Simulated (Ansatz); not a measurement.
# Fields on a plane of PtPb (NiAs type)

```
PtPb
1.0
    4.32118     0.00000     0.00000
   -2.16059     3.74225     0.00000
    0.00000     0.00000     5.52027
Pt Pb
2 2
Direct
  0.00000   0.00000   0.50000
  0.00000   0.00000   0.00000
  0.33333   0.66667   0.25000
  0.66667   0.33333   0.75000
```

The slice is a (-1 1 0 2) plane (indices of the conventional cell) through the point (0.000, 0.000, 0.000) (fractional), spanned by u = [110] and v = [1 -1 1] in vectors of this cell: u (4.32 Å) and v (9.30 Å, at 90° to u). It covers one period; positions are fractions (u, v).

Atoms on it: Pt at (0.50, 0.50); Pt at (0.00, 0.00). Other atoms lie within 1 Å of the plane.

Level of theory: r2SCAN (plane waves to 500 eV, PAW, scalar-relativistic; Ansatz, a program for electronic structure). k mesh 12×12×9. These are valence fields of a PAW run, semicore shells included where kept as valence: close to a nucleus they are smooth pseudo fields. PtPb is run without spin polarisation. PtPb was relaxed with its symmetry unable to fall. Spin-orbit coupling is left out, though Pb and Pt are heavy.

| v \ u | 0.00 | 0.13 | 0.27 | 0.40 | 0.53 | 0.67 | 0.80 | 0.93 |
|---|---|---|---|---|---|---|---|---|
| 0.94 | 0.7 | 0.3 | -0.5 | -1.0 | -1.1 | -0.8 | -0.2 | 0.6 |
| 0.84 | -0.5 | -0.7 | -1.1 | -1.4 | -1.5 | -1.3 | -0.8 | -0.5 |
| 0.75 | 0.5 | 0.1 | -0.7 | -1.3 | -1.4 | -1.0 | -0.3 | 0.4 |
| 0.66 | 0.6 | 0.2 | -0.5 | -0.8 | -0.7 | -0.7 | -0.2 | 0.5 |
| 0.56 | -0.6 | -0.6 | -0.3 | 0.5 | 0.7 | 0.1 | -0.6 | -0.6 |
| 0.47 | -0.9 | -0.8 | -0.2 | 0.8 | 1.0 | 0.4 | -0.5 | -0.9 |
| 0.38 | 0.3 | -0.1 | -0.5 | -0.5 | -0.4 | -0.5 | -0.4 | 0.2 |
| 0.28 | 0.8 | 0.3 | -0.6 | -1.1 | -1.2 | -0.9 | -0.1 | 0.6 |
| 0.19 | -0.4 | -0.6 | -1.0 | -1.5 | -1.6 | -1.3 | -0.8 | -0.4 |
| 0.09 | 0.2 | -0.2 | -0.7 | -1.2 | -1.2 | -1.0 | -0.5 | 0.1 |
| 0.00 | 1.1 | 0.7 | -0.3 | -0.9 | -1.0 | -0.7 | 0.2 | 1.0 |

Values: log₁₀ of the valence density in e/Å³. The scale is logarithmic, as a density can span decades between atoms and voids.

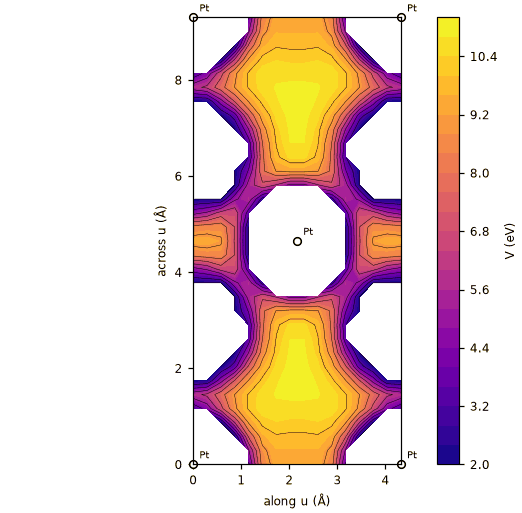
Figure: Electrostatic potential energy of an electron, from the cell's mean, in eV, one period of the plane, atoms marked. Points within 1 Å of a nucleus are left white, as the pseudised field means little there. Values under 2 eV are set to 2. The zero, the cell's mean, hangs on the PAW cores.
